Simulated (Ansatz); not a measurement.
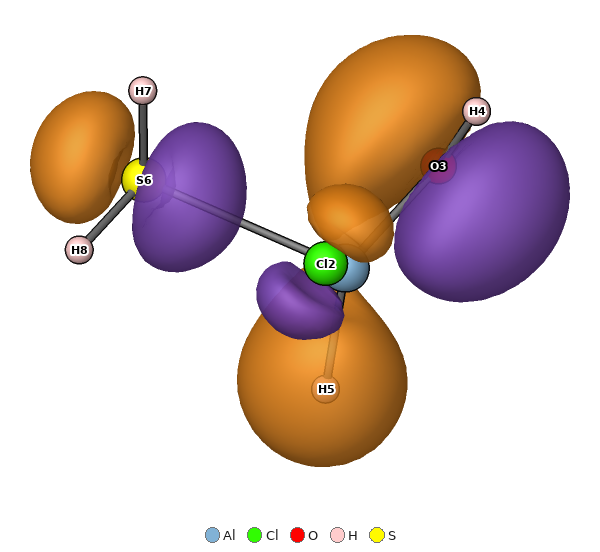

Figure 1: AlClH$_{4}$OS. One frontier orbital at ±0.08 Å⁻³ᐟ² (orange and purple are the two phases), seen across its widest extent.

Method: Ansatz 0.2.0, RKS PBE/6-31G*.

```csv
atom,x (Å),y (Å),z (Å)
Al,-0.0193,-0.0239,0.1265
Cl,0.1671,-0.9871,2.0520
O,1.3447,-0.1387,-0.9406
H,2.1278,-0.6186,-0.6164
H,-1.4779,0.1353,-0.4877
S,0.1980,2.4298,0.9496
H,1.2519,2.2652,1.7936
H,-0.7095,2.3380,1.9591
```

Q: Which orbital is it: HOMO or LUMO?

A: The HOMO, at −6.62 eV. It lies mainly on O3 (about 65 %), Al1 (about 10 %), H5 (about 10 %) and S6 (about 10 %).
